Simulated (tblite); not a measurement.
**Run report: C6H13ClGeO, geometry relaxation (part 3 of 3)**

C6H13ClGeO; GFN2-xTB geometry optimisation, gas phase (tblite 0.8.0). It belongs to a series of runs on one base structure; here: C replaced by Ge.

Trajectory as extended XYZ, continued
```
22
Properties=species:S:1:pos:R:3:forces:R:3 step=121 energy=-816.58208
C     2.9007    0.6367   -0.1128   -0.0020  -0.0030   0.0060
Ge    1.0747    0.1942    0.5210   -0.0050  -0.0130   0.0010
C     0.5705   -1.6146   -0.1694    0.0010   0.0070  -0.0110
C    -0.7636   -2.0050    0.4578    0.0060  -0.0020   0.0040
O    -1.4827   -0.8621    0.8795    0.0040   0.0040  -0.0010
C    -2.0543   -0.0808   -0.1475   -0.0070   0.0000   0.0010
C    -1.5943    1.3587    0.0578   -0.0020  -0.0010   0.0020
Cl   -2.6216    2.4318   -0.9465    0.0050  -0.0020   0.0080
C    -0.1423    1.5517   -0.2968   -0.0010  -0.0080  -0.0040
H     3.6536    0.0431    0.3955   -0.0030  -0.0090  -0.0030
H     3.1264    1.6843    0.0582    0.0110   0.0000   0.0040
H     2.9817    0.4435   -1.1791    0.0120   0.0120   0.0050
H     1.0197    0.2390    2.0290   -0.0090   0.0010   0.0090
H     1.3279   -2.3660    0.0455   -0.0090   0.0070   0.0030
H     0.4908   -1.5482   -1.2558   -0.0080   0.0000  -0.0120
H    -0.5935   -2.5624    1.3804    0.0040  -0.0080   0.0100
H    -1.3779   -2.6173   -0.2151    0.0150  -0.0080  -0.0020
H    -1.7512   -0.4278   -1.1398    0.0060  -0.0040   0.0080
H    -3.1480   -0.1423   -0.0747   -0.0110   0.0060   0.0080
H    -1.7838    1.6332    1.0978   -0.0010   0.0080  -0.0120
H    -0.0198    1.4767   -1.3800   -0.0100   0.0140  -0.0130
H     0.1766    2.5531   -0.0057    0.0030   0.0000  -0.0090
22
Properties=species:S:1:pos:R:3:forces:R:3 step=129 energy=-816.58378
C     2.8964    0.6375   -0.1100    0.0020   0.0030   0.0080
Ge    1.0700    0.1964    0.5204    0.0050  -0.0270  -0.0010
C     0.5687   -1.6139   -0.1693    0.0160   0.0080  -0.0010
C    -0.7595   -2.0022    0.4709    0.0140  -0.0040  -0.0010
O    -1.4806   -0.8567    0.8832   -0.0070  -0.0040  -0.0110
C    -2.0525   -0.0842   -0.1505   -0.0020   0.0180  -0.0020
C    -1.5959    1.3584    0.0454    0.0040   0.0100   0.0130
Cl   -2.6222    2.4267   -0.9642   -0.0010  -0.0100  -0.0090
C    -0.1432    1.5522   -0.3054    0.0110  -0.0100   0.0080
H     3.6352   -0.0383    0.3086    0.0010   0.0020   0.0000
H     3.1697    1.6506    0.1670    0.0120  -0.0050   0.0020
H     2.9427    0.5602   -1.1928    0.0200   0.0040  -0.0020
H     1.0162    0.2376    2.0307   -0.0140   0.0020  -0.0260
H     1.3290   -2.3616    0.0478   -0.0070  -0.0020   0.0030
H     0.4846   -1.5576   -1.2563   -0.0150   0.0170   0.0070
H    -0.5780   -2.5448    1.4001   -0.0080  -0.0120   0.0090
H    -1.3733   -2.6283   -0.1897    0.0000   0.0030   0.0050
H    -1.7454   -0.4392   -1.1386   -0.0010   0.0040   0.0020
H    -3.1464   -0.1455   -0.0800   -0.0050  -0.0050   0.0100
H    -1.7892    1.6407    1.0825    0.0050  -0.0070   0.0000
H    -0.0161    1.4801   -1.3882   -0.0120  -0.0060  -0.0110
H     0.1792    2.5515   -0.0123   -0.0180   0.0220  -0.0030
22
Properties=species:S:1:pos:R:3:forces:R:3 step=136 energy=-816.58529
C     2.9045    0.6382   -0.0953    0.0020   0.0000  -0.0110
Ge    1.0708    0.1998    0.5132   -0.0130   0.0030   0.0000
C     0.5680   -1.6073   -0.1799   -0.0130   0.0040   0.0000
C    -0.7510   -2.0005    0.4760   -0.0090  -0.0040   0.0050
O    -1.4771   -0.8580    0.8882    0.0090   0.0060   0.0140
C    -2.0564   -0.0853   -0.1411    0.0080   0.0000   0.0050
C    -1.5940    1.3575    0.0419   -0.0050   0.0000   0.0030
Cl   -2.6247    2.4154   -0.9741   -0.0080   0.0000   0.0010
C    -0.1435    1.5496   -0.3211   -0.0100  -0.0120   0.0040
H     3.6233   -0.0784    0.2868    0.0320  -0.0130   0.0140
H     3.2065    1.6271    0.2334   -0.0060   0.0010   0.0060
H     2.9510    0.6149   -1.1806    0.0120   0.0050  -0.0020
H     0.9906    0.2379    2.0200    0.0100   0.0060   0.0060
H     1.3298   -2.3589    0.0183   -0.0080   0.0120  -0.0070
H     0.4623   -1.5384   -1.2643    0.0040  -0.0060   0.0030
H    -0.5603   -2.5363    1.4077    0.0110  -0.0010  -0.0020
H    -1.3666   -2.6365   -0.1735   -0.0030   0.0070  -0.0110
H    -1.7620   -0.4442   -1.1312   -0.0080  -0.0060  -0.0090
H    -3.1495   -0.1442   -0.0552   -0.0010   0.0070  -0.0060
H    -1.7806    1.6490    1.0777    0.0030  -0.0030  -0.0060
H    -0.0256    1.4624   -1.4043   -0.0050   0.0050   0.0040
H     0.1740    2.5556   -0.0435   -0.0010  -0.0130  -0.0100
22
Properties=species:S:1:pos:R:3:forces:R:3 step=143 energy=-816.58618
C     2.9177    0.6351   -0.0821    0.0130   0.0050  -0.0020
Ge    1.0728    0.2018    0.5035   -0.0050   0.0060  -0.0030
C     0.5644   -1.6009   -0.1935   -0.0130  -0.0250  -0.0080
C    -0.7473   -1.9977    0.4742   -0.0170   0.0040   0.0030
O    -1.4694   -0.8555    0.8947   -0.0130   0.0000   0.0010
C    -2.0621   -0.0857   -0.1293   -0.0030  -0.0050  -0.0010
C    -1.5958    1.3571    0.0414    0.0060  -0.0110   0.0020
Cl   -2.6359    2.4084   -0.9722    0.0030   0.0040   0.0040
C    -0.1480    1.5448   -0.3347    0.0020   0.0060  -0.0030
H     3.6312   -0.0792    0.3169   -0.0050  -0.0010   0.0040
H     3.2127    1.6248    0.2512   -0.0060   0.0050   0.0080
H     2.9897    0.6119   -1.1661   -0.0130  -0.0060   0.0080
H     0.9831    0.2379    2.0108    0.0140   0.0080  -0.0090
H     1.3268   -2.3543   -0.0089    0.0160  -0.0040   0.0100
H     0.4468   -1.5299   -1.2761    0.0010   0.0130  -0.0130
H    -0.5461   -2.5363    1.4025    0.0000   0.0070  -0.0100
H    -1.3700   -2.6307   -0.1716    0.0080   0.0010   0.0000
H    -1.7855   -0.4496   -1.1232    0.0060   0.0000   0.0080
H    -3.1543   -0.1401   -0.0289    0.0000  -0.0050   0.0100
H    -1.7726    1.6547    1.0772    0.0010  -0.0010  -0.0090
H    -0.0390    1.4497   -1.4182   -0.0010  -0.0020   0.0030
H     0.1705    2.5532   -0.0685    0.0070   0.0010  -0.0040
22
Properties=species:S:1:pos:R:3:forces:R:3 step=150 energy=-816.58651
C     2.9214    0.6378   -0.0746   -0.0030  -0.0020   0.0040
Ge    1.0741    0.1995    0.4994   -0.0010   0.0030   0.0050
C     0.5605   -1.6015   -0.2007    0.0010   0.0010   0.0000
C    -0.7488   -1.9979    0.4723    0.0000   0.0010   0.0010
O    -1.4703   -0.8570    0.8968   -0.0010   0.0000   0.0000
C    -2.0650   -0.0858   -0.1248    0.0000  -0.0040  -0.0010
C    -1.5932    1.3558    0.0415    0.0030  -0.0040   0.0010
Cl   -2.6343    2.4106   -0.9675   -0.0020   0.0000   0.0000
C    -0.1467    1.5402   -0.3414    0.0030   0.0020  -0.0040
H     3.6359   -0.0690    0.3359   -0.0050   0.0010   0.0040
H     3.2047    1.6320    0.2555    0.0020   0.0010   0.0010
H     3.0021    0.6069   -1.1574   -0.0030   0.0010  -0.0060
H     0.9859    0.2401    2.0063    0.0020   0.0010  -0.0010
H     1.3234   -2.3562   -0.0220    0.0000   0.0000  -0.0010
H     0.4380   -1.5222   -1.2825    0.0020  -0.0050  -0.0010
H    -0.5424   -2.5354    1.3997   -0.0010  -0.0050  -0.0020
H    -1.3729   -2.6319   -0.1711    0.0020   0.0010   0.0000
H    -1.7937   -0.4528   -1.1188   -0.0020   0.0040   0.0000
H    -3.1567   -0.1374   -0.0175    0.0010   0.0030   0.0010
H    -1.7646    1.6548    1.0775    0.0020   0.0020   0.0030
H    -0.0429    1.4392   -1.4247    0.0020  -0.0030  -0.0030
H     0.1752    2.5494   -0.0827   -0.0010   0.0010   0.0000
```

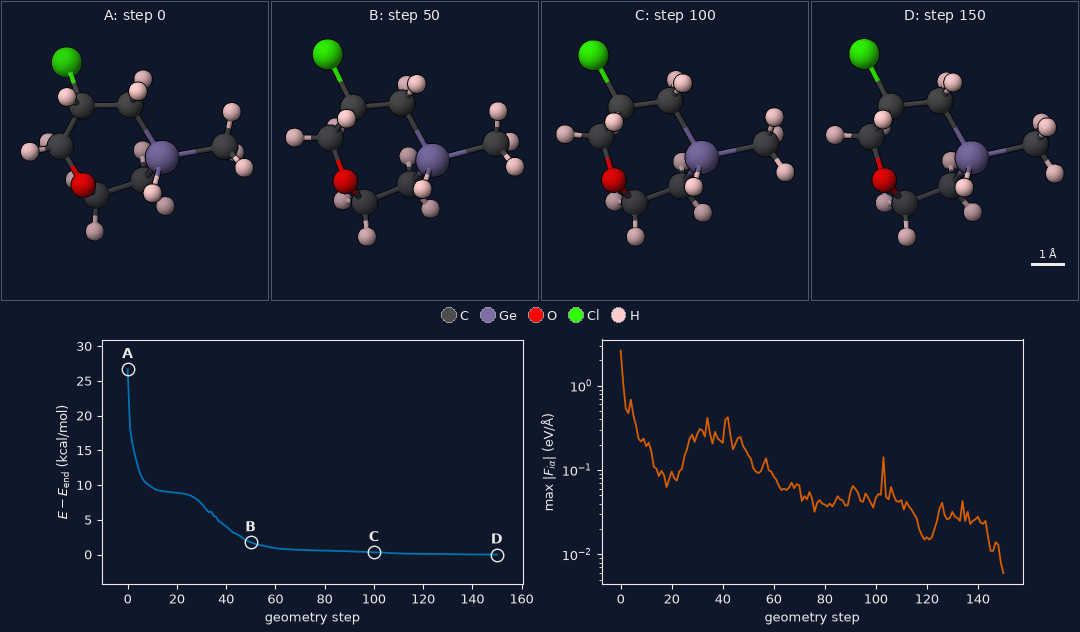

**Figure 1.** Frames of the relaxation (ball-and-stick view, seen at a tilt) above the curves, on which the letters mark them (steps are counted from 0).

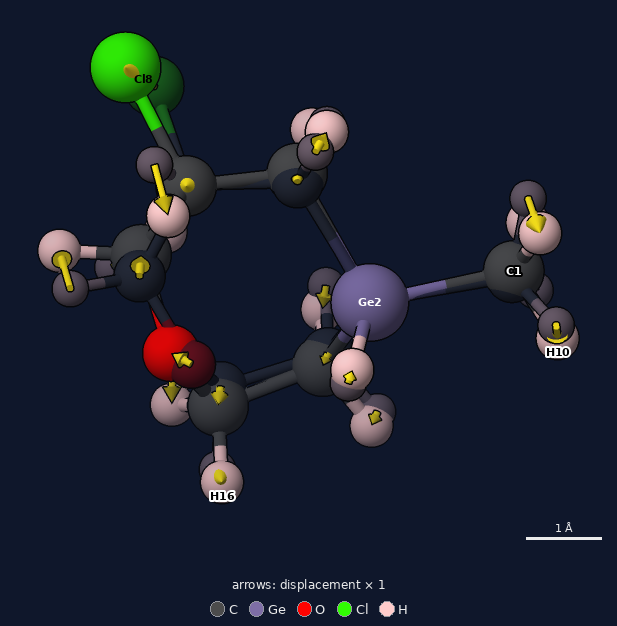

**Figure 2.** Start (faint) and end (solid) with the displacements as yellow arrows, at true length (ball-and-stick view, seen at a tilt). The two geometries are laid on each other by the best rigid fit. The energy falls by 26.7 kcal/mol in 150 geometry steps. The largest force component goes from 2.6 to 0.006 eV/Å. The atom that moves furthest after the best rigid fit is Cl8 (1.27 Å). Largest moves by element: Cl 1.27 Å, H 1.08 Å, C 0.47 Å, O 0.34 Å, Ge 0.02 Å. Among the contacts that change: Ge2–C9 1.899 → 1.999 Å, Ge2–H13 1.579 → 1.510 Å, C6–C7 1.476 → 1.526 Å, C1–Ge2 1.938 → 1.983 Å. Among the angles that change: O5–C6–C7 118.7° → 107.9°, C4–O5–C6 107.1° → 116.0°, C6–C7–C9 119.4° → 112.6°. (Atoms are counted from 1 in the order of the input.)

This output came from the following input.

Input file
```
{"job": {"kind": "relax", "xc": "GFN2-xTB", "basis": "xTB"}, "charge": 0, "multiplicity": 1}
C      2.913100     0.575400    -0.012000
Ge     1.078600     0.212900     0.496800
C      0.599800    -1.488400    -0.350000
C     -0.754800    -1.889200     0.200400
O     -1.176000    -0.862800     1.059000
C     -2.039400    -0.066800     0.344900
C     -1.567100     1.252600    -0.118500
Cl    -2.225400     1.513200    -1.752500
C     -0.118500     1.524200    -0.176200
H      3.599200     0.567800     0.851500
H      2.974200     1.562400    -0.499600
H      3.233400    -0.191700    -0.732900
H      0.957500     0.046300     2.062500
H      1.369200    -2.261300    -0.219600
H      0.435300    -1.217900    -1.430000
H     -0.639400    -2.848800     0.765800
H     -1.477800    -2.077900    -0.608700
H     -2.420900    -0.682100    -0.506400
H     -2.928100     0.094900     1.013500
H     -2.045900     2.038300     0.524000
H      0.153900     1.709800    -1.242700
H      0.068800     2.508300     0.329900
```

The first line tells a small driver script what to run in tblite; the rest is the geometry in Å.

Launch command:
```bash
OMP_NUM_THREADS=1 python <driver script> task.json out
```

Results in brief

| quantity | value |
| --- | --- |
| outcome | converged |
| total energy | −816.5865 eV |
| hardware | 1 CPU thread, shared host |
| wall time | 1.9 s |
| peak memory | 0.18 GiB |
